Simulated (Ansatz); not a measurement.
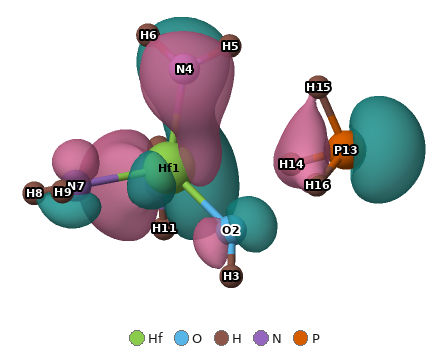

*H7HfN3O···PH3. The HOMO−1 at ±0.08 Å⁻³ᐟ² (teal and pink are the two phases), seen at a tilt.*

Core potentials replace the inner electrons of Hf; not at a stationary point (largest force 0.9 eV/Å).

These are results of RKS PBE/def2-SVP (Ansatz 0.2.0), not measurements.

```xyz
16

Hf   -0.0672   -0.0599    0.0281
O    -0.1212   -0.0653    2.0679
H    -0.7592    0.1712    2.7612
N     1.8115   -0.0238   -0.8138
H     2.6349   -0.5353   -0.4653
H     2.1140    0.6183   -1.5588
N    -0.9591    1.6650   -0.6101
H    -1.6862    1.7391   -1.3308
H    -0.7966    2.6010   -0.2163
N    -1.1676   -1.5345   -0.8965
H    -2.0523   -1.9250   -0.5450
H    -0.8848   -2.0872   -1.7146
P     1.4309   -3.1992    1.4992
H     0.3533   -3.1741    0.5402
H     2.3428   -2.5626    0.5826
H     1.0131   -1.9653    2.0900
```

> Where does this orbital lie, and at what energy?

Its weight (Hirshfeld) is mainly on N10 (about 40 %), N4 (about 20 %), Hf1 (about 15 %) and P13 (about 10 %). Its energy is −5.53 eV.
